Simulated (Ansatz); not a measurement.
```tsv
atom	x (Å)	y (Å)	z (Å)
W	-0.2683	0.2808	0.2808
F	0.2852	-0.2605	1.9982
H	1.2919	-0.1564	-0.1564
F	0.2852	1.9982	-0.2605
Cl	-2.3915	-0.3166	-0.3166
H	0.0638	-1.3266	-0.0889
H	0.0638	-0.0889	-1.3266
```

Core potentials replace the inner electrons of W.

Theory: RKS PBE-D4/def2-SVP (Ansatz 0.2.0).

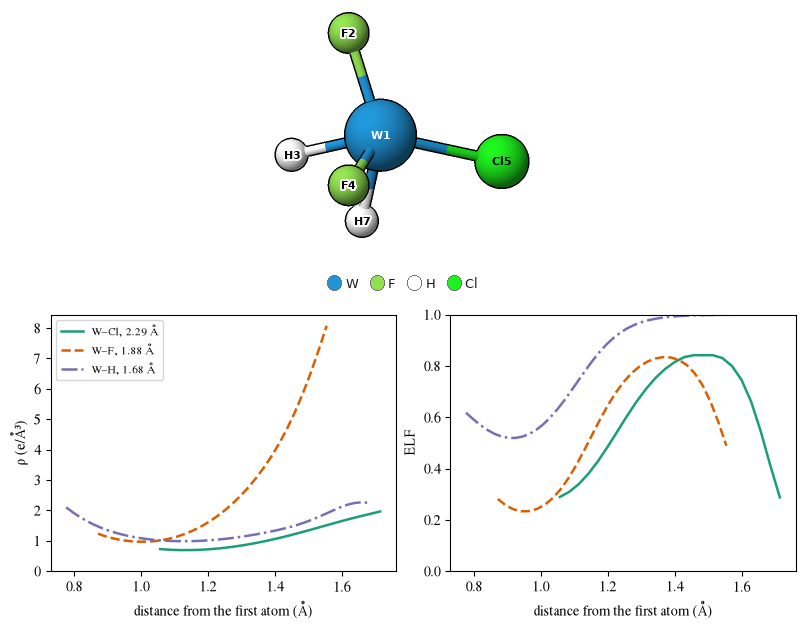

ClF₂H₃W. Electron density and ELF along straight lines between neighbouring atoms. The curves leave out the atomic cores. The structure is drawn too.

> Compare the contacts.

W–Cl (2.29 Å): the density is about 0.69 e/Å³ at the midpoint; the ELF peaks at about 0.85 in the valence shell of Cl, 0.8 Å from its nucleus, and is about 0.40 at the midpoint.
W–F (1.88 Å): the density is about 1 e/Å³ at the midpoint; the ELF peaks at about 0.85 in the valence shell of F, 0.5 Å from its nucleus, and drops to about 0.25 between the two atoms.
W–H (1.68 Å): the density is about 1.6 e/Å³ at the midpoint; the ELF climbs to about 1 towards the hydrogen.
